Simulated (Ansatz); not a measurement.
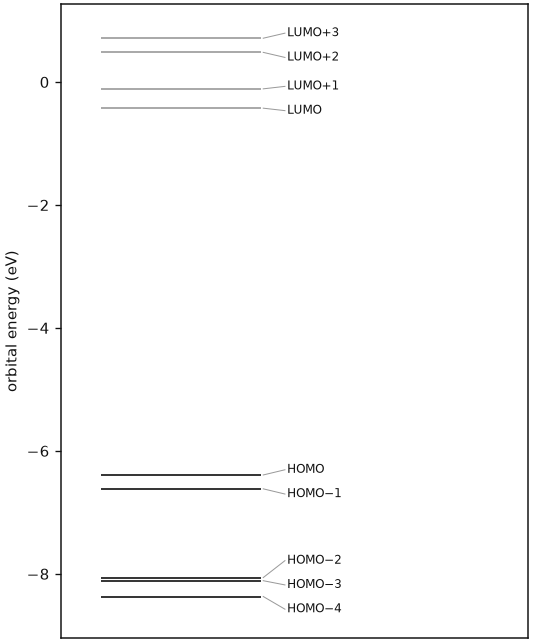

Kohn-Sham orbital energies near the frontier, B97M-V/def2-TZVPP in the Ansatz code 0.2.0, at a PBE0-D4/def2-TZVP geometry (a minimum by its frequencies), isolated molecule; empty levels in grey, levels within 0.03 eV side by side.

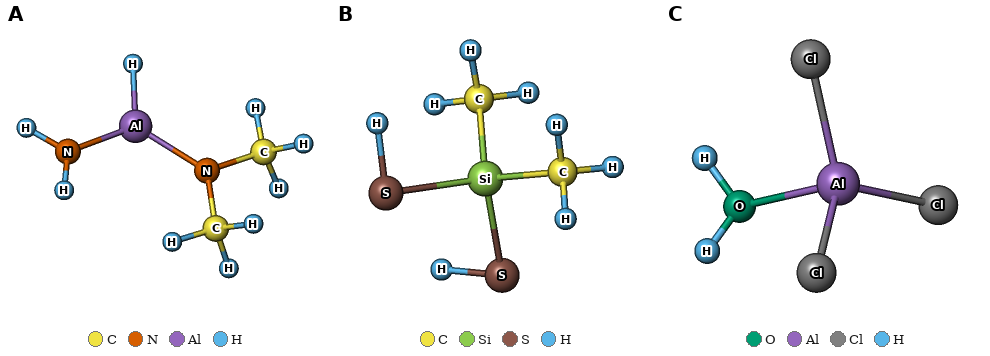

**Which molecule has this level scheme? Choose among the lettered structures.**

Structure B, C₂H₈S₂Si, SMILES C[Si](C)(S)S. HOMO −6.39 eV, LUMO −0.42 eV, separation 5.97 eV.

Known limits of this run: empty levels above zero depend strongly on the basis.
